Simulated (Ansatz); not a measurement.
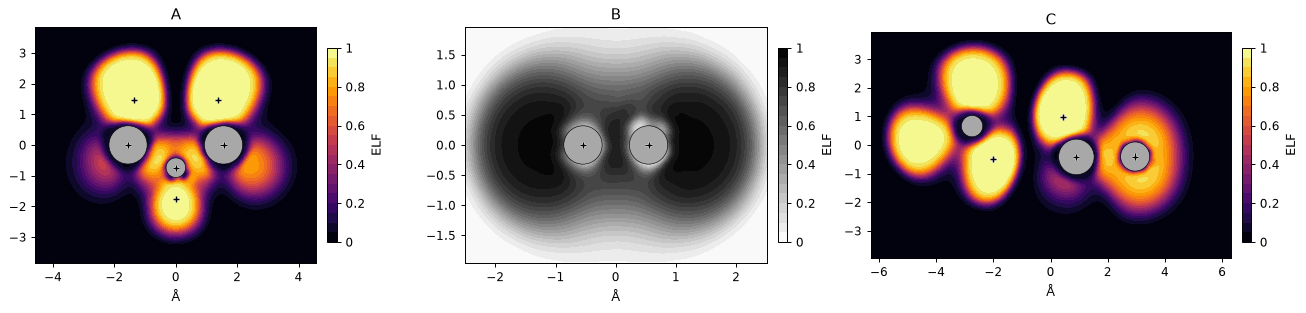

The electron localisation function of 3 systems, each on a plane through atoms (crosses mark nuclei in the plane; grey discs cover the cores).

The calculation used Ansatz 0.2.0, RKS PBE0-D4/def2-TZVPPD.

System 1: N2, a plane that holds the molecular axis. Geometry: PBE0-D4/def2-TZVP.

| atom | x (Å) | y (Å) | z (Å) |
| --- | --- | --- | --- |
| N | -0.3046 | -0.7153 | -3.1243 |
| N | -0.2264 | -0.0092 | -2.2986 |

System 2: H7NSi2, the plane of atoms Si3, N2 and H7. Geometry: PBE0-D4/def2-TZVP.

```xyz
10

Si    1.1362   -0.0570    2.0081
N    -0.3128    0.1907    1.1043
Si   -0.5621    0.0696   -0.5990
H     2.1193   -0.7018    1.1030
H     0.8801   -0.9318    3.1846
H     1.7177    1.2141    2.5236
H    -1.1073    0.5163    1.6379
H     0.6378   -0.5838   -1.1776
H    -0.7487    1.3971   -1.2489
H    -1.7744   -0.7403   -0.8984
```

System 3: SiH4···ClH3Si (SMILES [SiH4].[SiH3]Cl), the plane of atoms Cl7, Si6 and H10. Geometry: PBE0-D4/def2-TZVP.

```xyz
10

Si   -0.1315    0.0577   -1.9758
H    -1.5491    0.1917   -1.5591
H     0.0936    0.7975   -3.2423
H     0.2055   -1.3752   -2.1610
H     0.7444    0.6330   -0.9195
Si    0.1500   -0.0285    1.8455
Cl   -0.1837   -0.5059    3.8167
H     1.6035    0.1728    1.6530
H    -0.5983    1.2095    1.5316
H    -0.3344   -1.1526    1.0108
```

Question: Match each panel to its system.

Answer: Panel A is system 2, H7NSi2: the plane holds Si, N and H. Si–N (1.73 Å): the ELF peaks at about 0.90 between the atoms; a polar covalent bond. Panel B is system 1, N2: the plane holds N. N–N (1.09 Å): the ELF peaks at about 0.85 between the atoms (a multiple bond). Panel C is system 3, SiH4···ClH3Si: the plane holds H, Si and Cl. Si6···H5 (2.90 Å): the ELF dips to about 0.05 between them.
